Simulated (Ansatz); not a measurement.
Start from SnHgF6 (space group R-3, No. 148; a cell from a computed database, its experimental status unchecked).

```
SnHgF6
1.0
    2.69682     1.55701     5.00733
   -2.69682     1.55701     5.00733
    0.00000    -3.11402     5.00733
Sn Hg F
1 1 6
Direct
  0.00000   0.00000   0.00000
  0.50000   0.50000   0.50000
  0.08747   0.37091   0.77141
  0.91253   0.62909   0.22859
  0.77141   0.08747   0.37091
  0.22859   0.91253   0.62909
  0.37091   0.77141   0.08747
  0.62909   0.22859   0.91253
```

Cartesian axes are those of the cell as printed.

The change: uniaxial strain ε_zz = −4.98 %, all other strain components held at zero; the atoms relax in the strained cell.

The values are results of PBEsol, PAW, 420 eV (Ansatz, a program for electronic structure; scalar-relativistic without spin-orbit coupling), not measurements.

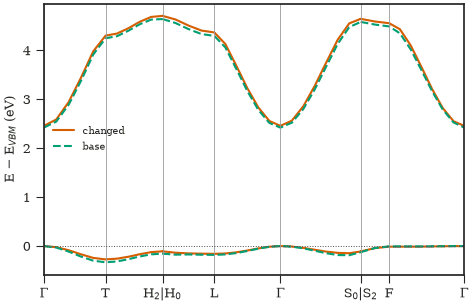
Figure: Highest valence and lowest conduction band along the path, each from its own valence-band maximum

Task: Read the changed gap and its character from the plot.

Result: About 2.5 eV, direct at Γ.

Spin-orbit coupling, missing from the scalar runs, can matter with Hg. Stability against distortions was not tested.
